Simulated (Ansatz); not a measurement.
# Sc (model cell, started as body-centred cubic): following an unstable mode, part 3 of 3

Wanted: the energy along a soft mode of Sc (model cell, started as body-centred cubic) and the structure at the end.

Ansatz 0.2.0; DFT PBEsol, scalar-relativistic, plane waves, PAW; PAW set soft_1.

So far. Step 5 (Energy along the mode, all amplitudes (two of the runs …): The lowest of the steps tried is at 0.14 Å, 2.81 meV/atom below the parent; the bottom of the well need not coincide with a step. Step 7 (The new phase in its own primitive cell): The largest force component left is 0.27 meV/Å and the pressure is 0.000 GPa, within the tolerances set. The cell now holds 23.61 Å³/atom. The relaxed cell has a, b, c = 3.211, 11.810, 4.981 Å (conventional setting).

This is not the structure that Sc takes at ambient pressure and room temperature (hexagonal, No. 194); it is a model or a phase of other conditions.

### 8. Modes of the new phase, k-mesh 14×14×8

A relaxed structure may still be a saddle point, so its zone-centre modes are computed. No field response is asked, since the mesh shows no gap.

The input, input.yaml:

```yaml
crystal:
  lattice:
    - [1.6054245369, -5.9048015295, 0.0]
    - [1.6054245369, 5.9048015295, 0.0]
    - [0.0, 0.0, 4.9810748611]
  atoms:
    - { symbol: Sc, position: [0.6740484161, 0.3259515839, 0.75] }
    - { symbol: Sc, position: [0.3259515839, 0.6740484161, 0.25] }
    - { symbol: Sc, position: [0.9353568872, 0.0646431128, 0.75] }
    - { symbol: Sc, position: [0.0646431128, 0.9353568872, 0.25] }
kpoints:
  mp_grid: { grid: [14, 14, 8] }
hamiltonian:
  xc: pbesol
  pseudopotentials: { kind: paw, azcp: { folder: soft_1 }, xc_functional: pbe }
scf:
  occupations: { method: methfessel_paxton, width: 0.2 }
output:
  eigenvalues: true
phonons:
  method: dfpt
```

Run with:

```sh
$ ansatz run input.yaml --threads 8 --pin off --max-ram 16384MiB --backend cpu --events-out ev --progress --plain --runs-dir out
```

Numbers of over 12 decimals in the logs are rounded to 6 here.

What it wrote:

```text
zone centre: on kpoints.mp_grid the ground state, and the responses unless they are solved on pairs of k-points, stand on 285 of the mesh's 1568 k-points, reduced under 4 symmetry operations, with k and −k counted as one. Each operation leaves every solved displacement unchanged or reverses it
[...]
Crystal: 4 atoms, lattice volume = 94.438 Å³
Basis set: ecut = 420 eV, 1839 PW (Γ), exchange–correlation on 90×90×72 points (8 copies of the dense FFT grid, shifted against one another)
Bands: 27, of which v1, the nominal top of the filled ones, is band 22 counted from 1 (21 counted from 0)
Symmetry: 8 space group operations
k-points: 285 of 1568 (irreducible under 4 space group operations, time reversal used)
[...]
SCF iter   1: F=—  HF=-8445.741438 eV  |F-HF|=—  |Δ(HF+E_count)|=         —  Δρ=2.95e-2  dr2=1.75e0  ethr=3.10e-3  ⟨swp⟩=4.6  Hψ=29090  notcnv=0
[...]
SCF iter  10: F=-8445.311872 eV  HF=-8445.311872 eV  |F-HF|=3.64e-12  |Δ(HF+E_count)|=  1.09e-11  S|Δr|=    0.00e0  Δρ=9.46e-8  dr2=7.59e-12  ethr=1.00e-12  ⟨swp⟩=9.1  Hψ=36659  notcnv=0
SCF 1 converged in 10 iterations: F = -8445.311872 eV  dr2 = 7.59e-12
[...]
DFPT response loops at Γ: preconditioner auto → Kerker (q_TF=auto, 2.402 Å⁻¹) (partly filled bands, converged f_vac=0.000); β = 1.00, the filter's whole step (`scf.mixing.beta` (0.50) is not read by the response loops under this deck's `scf.mixing.preconditioner`; to damp them name `kerker` or `kerker_dos`, under which they read `scf.mixing.beta`, and type it under 1.00, their step now; both keys bind the ground state too); Broyden in place of MSR1
SCF converged after 10 iterations
[...]
Free energy (F): -8445.311872 eV
[...]
Internal energy: -8445.292518 eV  (E = F + TS)
E sigma→0 (E₀):  -8445.307034 eV
Entropy (-TS):   -0.019354 eV (-4.839 meV/atom)
Fermi energy:    9.452323 eV
[...]
--- Band table (eV; the first three rows and the last of 285) ---
  k-point 0: bands = [... 18 lower, 8.0530, 8.2858, 9.2350, 9.4812, 9.9299, 9.9989, 10.4743, 11.0581, ... 6 higher]
  k-point 1: bands = [... 18 lower, 7.9984, 8.2251, 9.3543, 9.5359, 9.9699, 10.0520, 10.3736, 10.9759, ... 6 higher]
  k-point 2: bands = [... 18 lower, 7.8858, 8.0829, 9.6154, 9.6924, 10.0901, 10.1582, 10.2913, 10.7888, ... 6 higher]
  k-point 284: bands = [... 18 lower, 6.9702, 6.9702, 9.5674, 9.5674, 10.0620, 10.0620, 10.4102, 10.4102, ... 6 higher]
--- Phonons (Γ-DFPT): 6 representative perturbations + reference, on 285 of 1568 k-points (Σ response iterations 18) ---
  k mesh reduced under 4 symmetry operations, with k and −k counted as one. Each operation leaves every solved displacement unchanged or reverses it
  ASR residual: 9.973e-5 → 0.000e0 eV/Å²; symmetrization residual: 8.630e-6 eV/Å²
  ASR residual per site (eV/Å²): 4.01e-5 4.01e-5 9.97e-5 9.97e-5
  Γ frequencies (cm⁻¹): 0.00 0.00 0.00 105.35 120.36 131.33 154.84 171.93 194.21 208.99 220.46 238.68
  non-analytic LO–TO correction: not included (Born effective charges unavailable; polar crystals: no LO–TO splitting at Γ)
```

The job ended after 86 s (8 threads of Arm Neoverse V2, shared host; peak memory 2.9 GiB; 10 min of CPU time).

This step gave:

| Quantity | Value |
| --- | --- |
| sum-rule residual before enforcement | 9.97e-5 eV/Å² |
| point group | mmm |
| highest optical mode at the zone centre (no LO-TO term) | 238.7 cm⁻¹ |
| lowest optical zone-centre mode | 105.3 cm⁻¹ |

Patterns of degenerate modes are one choice out of their space. Modes at Γ:

```
mode  frequency (cm⁻¹)  symmetry
   1               0.0  acoustic
   2               0.0  acoustic
   3               0.0  acoustic
   4             105.3       B1g
   5             120.4        Ag
   6             131.3       B3g
   7             154.8       B1g
   8             171.9       B3u
   9             194.2       B1u
  10             209.0        Ag
  11             220.5       B2u
  12             238.7       B3g
```

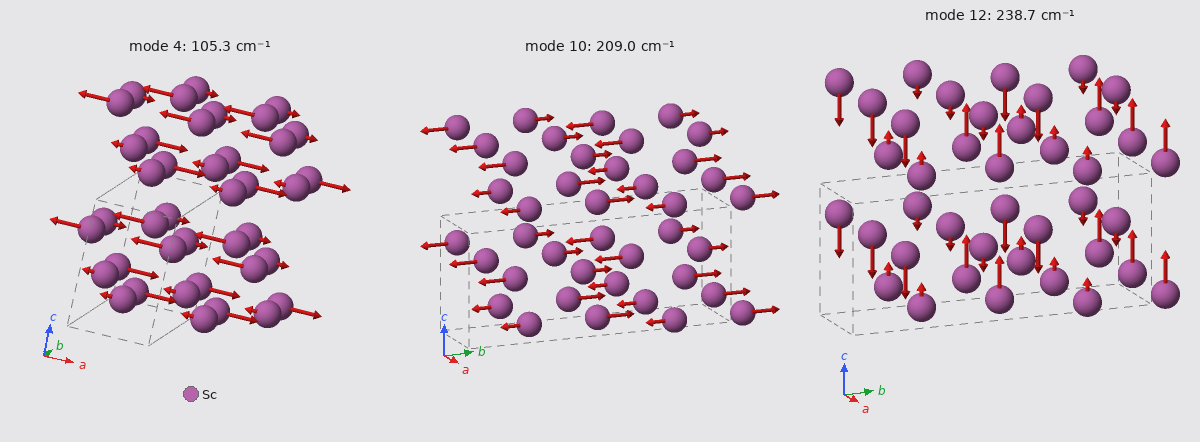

Displacement patterns of modes 4, 10 and 12 at Γ; arrows are exaggerated. 2×1×2 conventional cells are drawn. Some periodic images of atoms are drawn too.

Before it was imposed, the acoustic sum rule was missed by 1.0e-4 eV/Å². Small misses are needed for a sound result but don't prove that mesh and cutoff are converged. The lowest optical mode is real, 105 cm⁻¹.

### 9. The phases reached

The phases reached along the modes that were followed are set side by side.

Energies are those of the first relaxation, on the mesh of the frozen mode; space group, volume and gap are those of the last relaxation. Phases, by row:

```csv
mode frozen in,space group,energy from parent (meV/atom),volume (Å³/atom),gap on mesh (eV),lowest zone-centre optical mode (cm⁻¹),largest shift (Å)
parent,Im-3m,0,23.85,0,–,–
"q = (0, 0, -0.5), 97i cm⁻¹",P6_3/mmc,-111.5,23.63,0,135.1,0.473
"q = (0, 0.25, 0.25), 63i cm⁻¹",Cmcm,-67.2,23.61,0,105.3,0.603
```

### 10. Summary of results

| Item | Value |
| --- | --- |
| unstable mode of the parent | q = (0, 0.25, 0.25), 63i cm⁻¹ |
| depth at the lowest point sampled | 2.81 meV/atom |
| largest atomic shift at that point | 0.14 Å |
| space group reached (within 0.01 Å) | Cmcm |
| energy gained over the parent (first relaxation, on the mesh of the frozen mode) | 67.2 meV/atom |
| volume per atom, phase reached | 23.6 Å³ |
| lowest optical zone-centre mode, phase reached | 105 cm⁻¹ |
| highest optical mode at the zone centre (no LO-TO term), phase reached | 239 cm⁻¹ |

In words: Along this mode the structure falls into Cmcm, 67.2 meV/atom below the parent. At the parent's cell the well is 2.809 meV/atom deep on the steps tried, with its lowest point at a shift of 0.14 Å. Relaxing atoms and cell changes the gain by +64.39 meV/atom against the lowest step (energies at zero smearing). Most of the total comes from this relaxation. The new phase has no imaginary mode at the zone centre of its cell; other wavevectors were not checked. Of the 2 patterns followed to their end from this parent, this one ends 44.3 meV/atom above the lowest, P6_3/mmc. Each path keeps the symmetry of its pattern, so a lower phase may lie along a pattern not tried. With no gap, or one that is small against the smearing, the frequencies hang on the k mesh and the smearing, most of all near Kohn anomalies. The PAW files were made for PBE and serve the other functionals too. The starting cell was built on a prototype and not taken from a measurement, so the phase need not exist.

[Logs are printed without paths, hosts, clocks, repeated set-up lines and the standing remarks that a program may print on its own settings, such as how far it seeks lower states.]

[Hosts, paths, dates, database ids (printed as entryN), source tags and the programs' standing remarks are cut or masked in the printed files.]
